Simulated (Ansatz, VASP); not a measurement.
# MnTeS in two plane-wave programs

One calculation is typed for both programs; each brings its own data sets. How far apart do they land? The cell is invented: As first built, before any earlier steps moved the atoms (in the runner's words): it takes the TiTeS structure with some of its atoms replaced by other elements, volume scaled by an estimate. It may not be a known or stable phase. The cell is taken from a series of VASP runs on this material, whose earlier steps may have relaxed, scaled or displaced it; both programs get it as it stands. Other levels of theory on this material are compared in a session of their own. Valence electrons are named where the data sets of a main pair hold unlike numbers.

Calculated with Ansatz 0.2.0; plane waves, with VASP 6.6.1 beside it; band structure at PBEsol, DFT+U.

### 1. Starting point

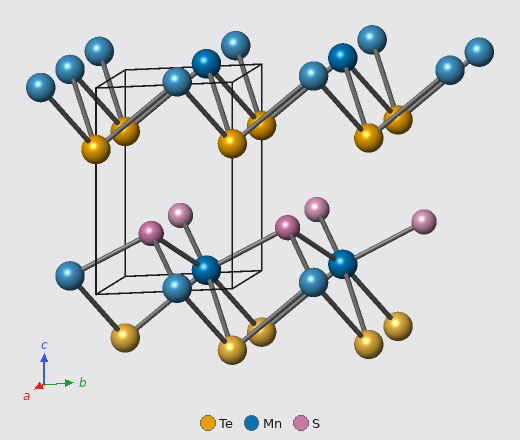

The starting structure, seen slightly off an axis (tellurium orange, manganese blue, sulfur pink). 1×2×1 cells are drawn. Some periodic images of atoms are drawn too.

### 2. Ansatz: band structure, PBEsol, DFT+U

Ansatz runs on its default PAW (the set named soft_2) files.

A single point gives forces, pressure and levels at one fixed geometry, so differences don't come from the geometry; what else differs is listed under the comparison.

File input.yaml:

```yaml
crystal:
  lattice:
    - [3.7305807492, 1.67e-08, 0.0]
    - [-1.8652898446, 3.2307772556, 0.0]
    - [0.0, 0.0, 5.4074965999]
  atoms:
    - { symbol: Te, position: [0.0, 0.0, 0.7020784953], spin: -0.415 }
    - { symbol: Mn, position: [0.33333333, 0.66666667, 0.0408115017], spin: 4.291 }
    - { symbol: S, position: [0.66666667, 0.33333333, 0.257109003], spin: -0.202 }
hamiltonian:
  xc: pbesol
  pseudopotentials: { kind: paw }
  hubbard: { sites: [{ species: Mn, l: d, u_eff: 5.3 }] }
magnetization:
  spin_polarized: true
kpoints:
  mp_grid: { grid: [6, 6, 4] }
  band_path:
    path:
      - [0.0, 0.0, 0.0]
      - [0.13333, 0.0, 0.0]
      - [0.3, 0.0, 0.0]
      - [0.46667, 0.0, 0.0]
      - [0.46667, 0.06667, 0.0]
      - [0.41111, 0.17778, 0.0]
      - [0.35556, 0.28889, 0.0]
      - [0.28889, 0.28889, 0.0]
      - [0.17778, 0.17778, 0.0]
      - [0.06667, 0.06667, 0.0]
      - [0.0, 0.0, 0.03333]
      - [0.0, 0.0, 0.2]
      - [0.0, 0.0, 0.36667]
      - [0.0, 0.0, 0.5]
      - [0.16667, 0.0, 0.5]
      - [0.3, 0.0, 0.5]
      - [0.46667, 0.0, 0.5]
      - [0.46667, 0.06667, 0.5]
      - [0.41111, 0.17778, 0.5]
      - [0.35556, 0.28889, 0.5]
      - [0.28889, 0.28889, 0.5]
      - [0.17778, 0.17778, 0.5]
      - [0.06667, 0.06667, 0.5]
      - [0.5, 0.0, 0.46667]
      - [0.5, 0.0, 0.3]
      - [0.5, 0.0, 0.13333]
      - [0.33333, 0.33333, 0.0]
      - [0.33333, 0.33333, 0.16667]
      - [0.33333, 0.33333, 0.33333]
      - [0.33333, 0.33333, 0.5]
    npoints: 1
scf:
  occupations: { method: gaussian, width: 0.05 }
  n_extra_bands: 11
output:
  forces: true
  stress: true
  eigenvalues: true
```

Command:

```console
$ ansatz run input.yaml --threads 2 --pin off --max-ram 4608MiB --backend cpu --events-out ev --progress --plain --runs-dir out
```

Numbers of over 12 decimals in the logs are rounded to 6 here.

Log:

```text
Warning: the atoms were moved onto the symmetric positions of the space group found under crystal.symmetry.tolerance 1.0e-5 (fractional; no operation is sought that the atoms, as they stand in a round, miss by more than twice it, and no atom is moved by as much as it), and the run uses the moved positions. Before a round's move an operation carried an atom to 3.73e-8 Å from where it should land, the largest such dist [...]
Te: projections on atomic orbitals take those of the free atom [Kr] 4d10 5s2 5p4, of charge +0.00 (hamiltonian.pseudopotentials.projection_atoms); the dataset's partial waves leave at most 7.8e-6 of an orbital's norm unspanned inside its sphere
Mn: projections on atomic orbitals take those of the free atom [Ne] 3s2 3p6 3d5 4s2, of charge +0.00 (hamiltonian.pseudopotentials.projection_atoms); the dataset's partial waves leave at most 9.0e-7 of an orbital's norm unspanned inside its sphere
S: projections on atomic orbitals take those of the free atom [Ne] 3s2 3p4, of charge +0.00 (hamiltonian.pseudopotentials.projection_atoms); the dataset's partial waves leave at most 1.6e-7 of an orbital's norm unspanned inside its sphere
scf.n_extra_bands = 11 over 19 filled bands (N_el = 37.0): the run solves 30 bands
Engine: ansatz 0.2.0, aarch64-unknown-linux-gnu
Pseudopotentials: kind: paw
Pseudopotential: Te, paw, valence charge 16, recommended cutoff 420 eV (normal), Te.paw.azcp
Pseudopotential: Mn, paw, valence charge 15, recommended cutoff 420 eV (normal), Mn.paw.azcp
Pseudopotential: S, paw, valence charge 6, recommended cutoff 420 eV (normal), S.paw.azcp
Functional definition: PBEsol
  exchange = pbesol_x
  correlation = pbesol_c
Crystal: 3 atoms, lattice volume = 65.175 Å³
Basis set: ecut = 420 eV, 1255 PW (Γ), exchange–correlation on 50×50×80 points (8 copies of the dense FFT grid, shifted against one another)
Bands: 30, of which v1, the nominal top of the filled ones, is band 19 counted from 1 (18 counted from 0)
Symmetry: 6 space group operations
Space group: P3m1 (ITA 156), of the structure as read, at distance tolerance 4.0e-5 Å
Magnetic group: BNS 156.49 (UNI 1279), of the structure as read, at distance tolerance 4.0e-5 Å
k-points: 24 of 144 (time reversal used)
Non-local potential: Te, projectors of the file, l = 0: 2, l = 1: 2, l = 2: 2, l = 3: 2
Non-local potential: Mn, projectors of the file, l = 0: 3, l = 1: 2, l = 2: 3, l = 3: 1
Non-local potential: S, projectors of the file, l = 0: 2, l = 1: 2, l = 2: 2
PAW form: soft (Blöchl's): semilocal exchange-correlation on the pseudo side does not see the compensation charge
PAW frozen core: Te, regenerated for the run's functional, and the local potential with it (the file was generated under x = pbe(κ = 0.804, μ = 0.219515), c = pbe(β = 0.066725))
PAW frozen core: Mn, regenerated for the run's functional, and the local potential with it (the file was generated under x = pbe(κ = 0.804, μ = 0.219515), c = pbe(β = 0.066725))
PAW frozen core: S, regenerated for the run's functional, and the local potential with it (the file was generated under x = pbe(κ = 0.804, μ = 0.219515), c = pbe(β = 0.066725))
PAW one-centre angular grid: Te, 590 points (default); XC on 64 Gauss nodes
PAW one-centre angular grid: Mn, 590 points (default); XC on 64 Gauss nodes
PAW one-centre angular grid: S, 110 points (default); XC on 64 Gauss nodes
Initial density: superposition of atomic densities (chi_scale 0.1, normalization cell, long waves kept (reshape's long-wave potential 0.06 eV rms))
Starting moments: Σ|m| = 4.908 μB on 3 of 3 sites
Initial wavefunctions: pseudopotential atomic-orbital guess
Functional: x = pbesol(κ = 0.804, μ = 0.123457), c = pbesol(β = 0.046)
SCF iter   1: F=—  HF=-11655.355546 eV  |F-HF|=—  |Δ(HF+E_count)|=         —  Δρ=7.04e-2 (↑5.42e-2 ↓7.04e-2)  dr2=1.52e1  dr2_m=1.83e-1  M=3.446 μB ∫|m|=4.270 μB  β_m=0.30  ethr=3.10e-3  ⟨swp⟩=6.1  Hψ=6531  notcnv=0  defer=20
preconditioner: auto → Resta (q_TF=auto, 2.483 Å⁻¹)  ε∞=3.7  [insulator: Δε(μ)=0.066 eV  Ē_g=12.128 eV  σ=0.050 eV  W_gap=0.63  n_scr=22 (ndim 8)  ℏωp=20.0 eV  f_vac=0.000  D(μ)=0.79/eV (n_scr^D=2)  ε∞_Penn≈3.7]
spin=Collinear: Resta preconditioning applied to the charge; magnetization (m = ρ↑ − ρ↓) channel mixes plain (no charge-response kernel on spin).
SCF iter   2: F=—  HF=-11653.676995 eV  |F-HF|=—  |Δ(HF+E_count)|=    1.68e0  Δρ=2.21e-2 (↑1.78e-2 ↓2.21e-2)  dr2=3.93e-1  dr2_m=1.42e-1  M=3.646 μB ∫|m|=4.998 μB  β_m=1.00  ethr=3.10e-3  ⟨swp⟩=3.0  Hψ=3328  notcnv=0  defer=244
preconditioner: auto → Kerker (q_TF=auto, 2.483 Å⁻¹)  [metal: Δε(μ)=0.028 eV  Ē_g=11.977 eV  σ=0.050 eV  W_gap=0.31  n_scr=22 (ndim 8)  ℏωp=20.0 eV  f_vac=0.000  D(μ)=1.83/eV (n_scr^D=8)]
spin=Collinear: Kerker preconditioning applied to the charge; magnetization (m = ρ↑ − ρ↓) channel mixes plain (no charge-response kernel on spin).
SCF iter   3: F=—  HF=-11653.803067 eV  |F-HF|=—  |Δ(HF+E_count)|=   1.26e-1  Δρ=8.61e-3 (↑7.53e-3 ↓8.61e-3)  dr2=2.19e-1  dr2_m=6.26e-3  M=3.541 μB ∫|m|=5.203 μB  β_m=1.00  ethr=1.06e-3  ⟨swp⟩=2.6  Hψ=2373  notcnv=0  defer=235
SCF iter   4: F=—  HF=-11653.829209 eV  |F-HF|=—  |Δ(HF+E_count)|=   2.61e-2  Δρ=5.44e-3 (↑5.44e-3 ↓2.01e-3)  dr2=2.82e-2  dr2_m=4.42e-3  M=3.529 μB ∫|m|=5.274 μB  β_m=0.30  ethr=5.92e-4  ⟨swp⟩=2.6  Hψ=2485  notcnv=0  defer=235
Mixer restart at iter 4: flushing history
spin-set hold released at iteration 4 (site moments contracting): the magnetisation degrees of freedom join the quasi-Newton model from the next iteration; the mixer history was flushed
SCF iter   5: F=—  HF=-11653.858848 eV  |F-HF|=—  |Δ(HF+E_count)|=   2.96e-2  Δρ=2.26e-3 (↑2.26e-3 ↓2.15e-3)  dr2=1.08e-2  dr2_m=1.58e-3  M=3.528 μB ∫|m|=5.288 μB  β_m=0.56  ethr=7.63e-5  ⟨swp⟩=2.2  Hψ=1925  notcnv=0  defer=232
SCF iter   6: F=—  HF=-11653.893743 eV  |F-HF|=—  |Δ(HF+E_count)|=   3.49e-2  Δρ=1.92e-3 (↑1.92e-3 ↓8.65e-4)  dr2=4.23e-3  dr2_m=6.44e-4  M=3.528 μB ∫|m|=5.316 μB  β_m=0.57  ethr=2.91e-5  ⟨swp⟩=2.0  Hψ=1774  notcnv=0  defer=232
SCF iter   7: F=—  HF=-11653.894405 eV  |F-HF|=—  |Δ(HF+E_count)|=   6.62e-4  Δρ=5.32e-4 (↑5.32e-4 ↓4.74e-4)  dr2=1.07e-3  dr2_m=6.28e-5  M=3.528 μB ∫|m|=5.327 μB  β_m=0.78  ethr=1.14e-5  ⟨swp⟩=2.2  Hψ=1984  notcnv=0  defer=232
SCF iter   8: F=—  HF=-11653.894415 eV  |F-HF|=—  |Δ(HF+E_count)|=   9.93e-6  Δρ=1.08e-4 (↑1.02e-4 ↓1.08e-4)  dr2=8.38e-5  dr2_m=1.01e-6  M=3.528 μB ∫|m|=5.332 μB  β_m=0.89  ethr=2.90e-6  ⟨swp⟩=2.0  Hψ=1436  notcnv=0  defer=232
SCF iter   9: F=—  HF=-11653.894414 eV  |F-HF|=—  |Δ(HF+E_count)|=   1.22e-6  Δρ=7.46e-5 (↑7.46e-5 ↓3.84e-5)  dr2=8.11e-6  dr2_m=5.35e-7  M=3.528 μB ∫|m|=5.333 μB  β_m=0.95  ethr=2.26e-7  ⟨swp⟩=2.2  Hψ=1694  notcnv=0  defer=232
SCF iter  10: F=—  HF=-11653.894414 eV  |F-HF|=—  |Δ(HF+E_count)|=   1.19e-8  Δρ=2.50e-5 (↑2.50e-5 ↓1.51e-5)  dr2=1.06e-6  dr2_m=2.74e-8  M=3.528 μB ∫|m|=5.333 μB  β_m=0.97  ethr=2.19e-8  ⟨swp⟩=2.1  Hψ=1876  notcnv=0  defer=232
SCF iter  11: F=—  HF=-11653.894414 eV  |F-HF|=—  |Δ(HF+E_count)|=   1.65e-7  Δρ=9.20e-6 (↑9.20e-6 ↓5.76e-6)  dr2=1.25e-7  dr2_m=3.64e-9  M=3.528 μB ∫|m|=5.333 μB  β_m=0.99  ethr=2.88e-9  ⟨swp⟩=2.8  Hψ=2113  notcnv=0  defer=232
iter 12 met the thresholds in force, and the SCF goes on: an eigenvalue changes by 0.69 meV, over its tolerance of 0.50 meV (output.eigenvalues, Limitations)
SCF iter  12: F=-11653.894414 eV  HF=-11653.894414 eV  |F-HF|=1.60e-8  |Δ(HF+E_count)|=   3.43e-9  Δρ=3.44e-6 (↑3.44e-6 ↓2.93e-6)  dr2=2.64e-8  dr2_m=1.80e-10  M=3.528 μB ∫|m|=5.333 μB  β_m=0.99  ethr=2.70e-10  ⟨swp⟩=10.9  Hψ=7448  notcnv=0
SCF iter  13: F=-11653.894414 eV  HF=-11653.894414 eV  |F-HF|=8.69e-10  |Δ(HF+E_count)|=   3.02e-9  Δρ=7.31e-7 (↑7.31e-7 ↓6.24e-7)  dr2=1.30e-9  dr2_m=2.61e-11  M=3.528 μB ∫|m|=5.333 μB  ethr=7.14e-11  ⟨swp⟩=1.8  Hψ=3863  notcnv=0
SCF 1 converged in 13 iterations: F = -11653.894414 eV  dr2 = 1.30e-9
  greatest PAW one-centre occupation: 1.002 electrons in one spin orbital (limit 2), on the Mn atom at site 1 (counted from 0), in its partial waves of l = 1
NSCF: frozen V_eff on 30 k-points
SCF converged after 13 iterations
an eigenvalue changed by more than its tolerance at an iteration that met the thresholds in force, so the SCF went on 1 time: the last check found none over its tolerance
Magnetization: 3.5277 μB (20.2638 up, 16.7362 down)
Absolute magnetization: 5.3346 μB (∫|ρ↑−ρ↓|, with the PAW one-centre terms)
Spin contamination: 0.9000 ħ² per cell (⟨S²⟩ above its minimum at these occupations)
Per-site moments (μB) at R_I (Å): [(-0.415465, 1.166303), (4.113980, 1.011013), (-0.219072, 1.011013)]
Free energy (F): -11653.894414 eV
Harris-Foulkes:  -11653.894414 eV  (|F-HF|=8.69e-10)
Internal energy: -11653.893780 eV  (E = F + TS)
E sigma→0 (E₀):  -11653.894097 eV
Entropy (-TS):   -0.000633 eV (-0.211 meV/atom)
Fermi energy:    9.658005 eV
--- Per-component energies (eV) ---
  E_band       = -556.744671
  E_kinetic    = 585.471299
  E_local      = -3765.854832  (includes V_loc(G=0)·N_el)
  E_nonlocal   = -27.987790
  E_hartree    = 1842.377585
  E_xc         = -329.880345
  E_vxc        = -333.293398  (∫ρ·V_xc dr)
  E_hubbard    = 1.353652  (on-site DFT+U / exact-exchange correction)
  E_vhub       = -11.418053  (the Hubbard potential's part of the band-sum identity)
  E_paw        = -6443.387192  (= ΣΔE_a)
  E_vpaw       = -688.418657  (= ΣTr[D̂ρ^β])
  E_aug_tail   = -0.000211  (compensation charges beyond the density's cutoff)
  E_ewald      = -3516.592361
  E_core_change = 0.606415  (= ΣΔE_core)
  E_smearing   = -0.000633  (= −TS)
  E_closure    = 0.000000  (closes the sum)
  Σ components = -11653.894414   (vs F -11653.894414, Δ=0.00e0)
--- Forces (eV/Å), atoms counted from 1 ---
  atom   1  Te    -0.00000000     0.00000000    -0.03814244
  atom   2  Mn     0.00000000    -0.00000000     0.00881573
  atom   3  S     -0.00000000     0.00000000     0.02931529
  max |Σ_I F_I| component: 1.14e-5 eV/Å
--- Stress (GPa, compression-positive) ---
        0.960987      -0.000000       0.000000
       -0.000000       0.960987      -0.000000
        0.000000      -0.000000       0.404867
  P = ⅓ Tr σ = 0.7756 GPa (7.756 kbar)
--- Band table (eV; the first three rows and the last of 48) ---
  k-point 0 ↑: bands = [... 15 lower, 4.1520, 5.4689, 9.5255, 9.5255, 11.0409, 11.0409, 11.2023, 13.5186, ... 7 higher]
  k-point 1 ↑: bands = [... 15 lower, 4.1464, 6.0378, 9.4055, 9.4055, 9.9191, 11.2639, 11.2639, 14.1008, ... 7 higher]
  k-point 2 ↑: bands = [... 15 lower, 4.1409, 7.3812, 8.1519, 9.3047, 9.3047, 11.4789, 11.4789, 14.7163, ... 7 higher]
  k-point 23 ↓: bands = [... 15 lower, 9.0459, 9.0809, 13.0096, 13.1596, 13.2373, 13.6562, 14.3808, 16.2437, ... 7 higher]
Occupation matrices written to <dir>
```

Run time: 21 s. Hardware: 2 threads of Arm Neoverse N1, shared host; peak memory 0.43 GiB; 40 s of CPU time.

The column dr2 measures how far the density is from self-consistency, as an energy; F and HF (Harris–Foulkes) agree once it is small.

(Continued in part 2 of 2.)

[Lines on the potential files, build, host, timing and source positions are cut from VASP's logs without a mark.]

[Logs are printed without paths, hosts, clocks, repeated set-up lines and the standing remarks that a program may print on its own settings, such as how far it seeks lower states.]

[Hosts, paths, dates, database ids (printed as entryN), source tags and the programs' standing remarks are cut or masked in the printed files.]
